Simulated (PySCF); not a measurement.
# C2H9NOSi: the cost of one run

Programs: PySCF 2.14.0, with density-fitted response routines of our own. Each step states its level of theory. These are calculated values for one molecule in the gas phase, unless marked as measured. Atoms count from 0, in the outputs and in this text.

## (1) The molecule as given

14 atoms, charge 0, multiplicity 1; geometry from: GFN2-xTB.

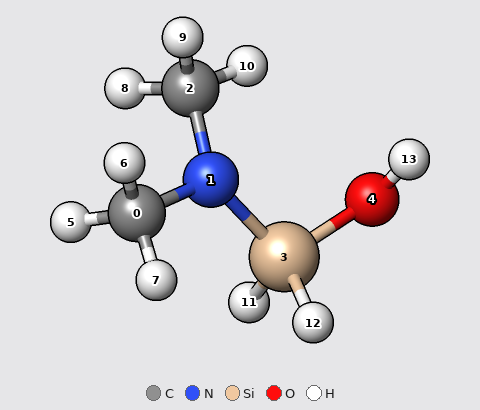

As it starts; carbon grey, nitrogen blue, silicon light orange, oxygen red, hydrogen white, atoms numbered.

## (2) TDDFT and polarisability: wB97X-D/def2-SVPD

The job: settings as JSON, then the geometry in Å.

```
{"job": {"kind": "uv", "xc": "wB97X-D", "basis": "def2-SVPD", "nstates": 8, "ntriplets": 3}, "charge": 0, "multiplicity": 1}
C     -1.271080    -1.072319     0.250446
N     -0.220183    -0.106934     0.443593
C     -0.736444     1.234719     0.564970
Si     1.376628    -0.409084    -0.129414
O      2.388541     0.700263     0.491277
H     -1.820001    -0.896360    -0.683366
H     -1.983611    -1.017199     1.078909
H     -0.847641    -2.072193     0.215868
H     -1.311364     1.530935    -0.321315
H     -1.397916     1.300364     1.434990
H      0.084258     1.935643     0.692430
H      1.638554    -0.211913    -1.554025
H      1.674658    -1.762218     0.340514
H      2.424924     0.845824     1.432981
```

With the program's defaults for keys left out, this is: TDDFT wB97X-D/def2-SVPD, vertical, gas phase, core orbitals frozen in the response.

Launch:

```console
> OMP_NUM_THREADS=1 python probes_run.py task.json out
```

This one command runs all jobs of the session in turn.

Q: Estimate the wall time and peak memory of this first job on 1 thread of Arm Neoverse N1, shared host.

About 50 s, with a peak of 0.8 GiB.
